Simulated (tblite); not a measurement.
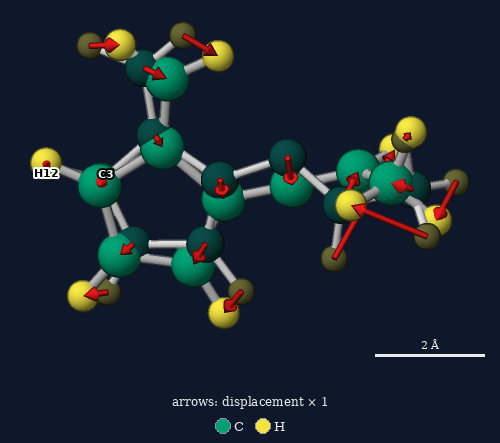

A relaxation of C$_{9}$H$_{9}$ (multiplicity 2). The starting structure is drawn faded, the final one solid; red arrows show the displacements, at their true length. The two geometries are superimposed by the best rigid fit.

The picture is a ball-and-stick view, seen at a tilt.

These are results of tblite 0.8.0, GFN2-xTB geometry optimisation, gas phase, not measurements. 

Question: Atoms of which element are displaced furthest, and by how much?

Answer: Hydrogen: up to 2.44 Å, against 0.86 Å for carbon.

Question: What did the optimiser do to the structure, and how much energy did it gain?

Answer: Over 167 geometry steps the energy falls by 1.718 eV. The largest move after the best rigid fit is that of an H atom, 2.44 Å. Largest moves by element: H 2.44 Å, C 0.86 Å. Among the contacts that change: C–C 1.467 → 1.320 Å, C–C 1.325 → 1.433 Å, C–C 1.450 → 1.385 Å, C–C 1.324 → 1.387 Å. Among the angles between lasting bonds that change: C–C–C 118.8° → 178.7°, C–C–H 115.7° → 121.3°, C–C–H 122.0° → 127.0°. Groups turn about C–C by about 135°.
